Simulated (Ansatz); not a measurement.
The reference is CsPbBr3 in the cubic perovskite structure (space group Pm-3m, No. 221; a = 5.8721 Å). Axes: x, y, z lie along the cube axes.

Now apply this change: compressive biaxial strain of 2.50 % in the plane normal to [111], as in epitaxy on a mismatched substrate; the out-of-plane cell vector and the atoms relax.

The values are results of DFT with PBEsol, PAW potentials and a 420 eV plane-wave cutoff in Ansatz (a first-principles code), no SOC, not measurements.

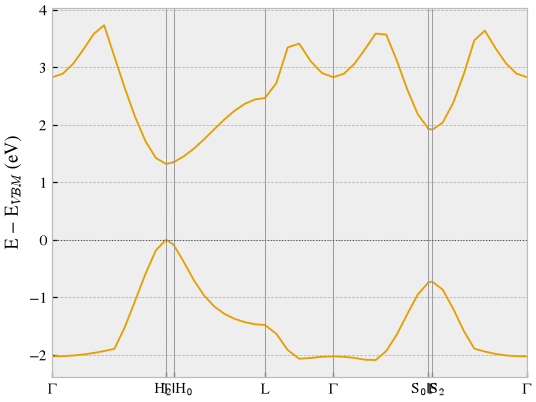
Highest valence and lowest conduction band along the path of the changed cell's own zone

The gap is 1.31 eV, direct at T; the base has 1.43 eV.

Spin-orbit coupling, missing from the scalar runs, can matter with Pb. No phonon test of stability was made. Many cubic perovskites are stable only at high temperature; tilts and polar distortions were not tested. This is not the structure that CsPbBr3 has at room temperature and ambient pressure. Labels are those of the standard path for the cell's own space group.
